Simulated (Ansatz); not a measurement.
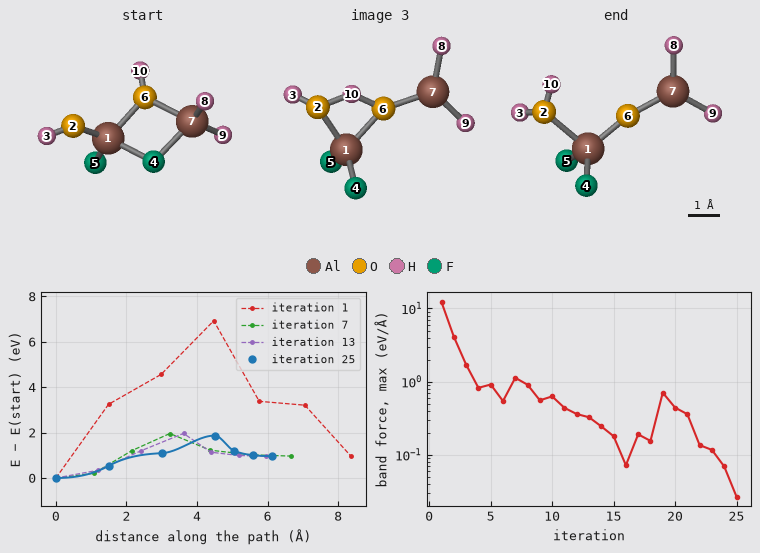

A search for the minimum-energy path of Al₂H₄O₂F₂ by the nudged elastic band. Images are numbered from 0 (start) to 6 (end). The plot follows the band through its iterations. Style: ball-and-stick. Shown from a free direction.

Theory: RHF/def2-SVP (Ansatz 0.2.0). Set-up: 5 movable images; climbing image; force threshold 0.05 eV/Å; iteration limit 60; starting path through a guess of the saddle point.

Did the band converge, and can the barrier be trusted?

Answer. The result is final at these settings. The band converged in 25 iterations. The largest component of the band force went from 12 to 0.027 eV/Å. The climbing image converged on the top of the path. Its vibrational analysis gives one imaginary mode (1620i cm⁻¹), as a transition state must have. The first iteration put the highest image at 6.93 eV. Forward barrier 1.87 eV, backward barrier 0.90 eV, with image 3 at the top; the reaction energy is +0.97 eV.

Limits of the set-up: Hartree-Fock leaves out electron correlation.
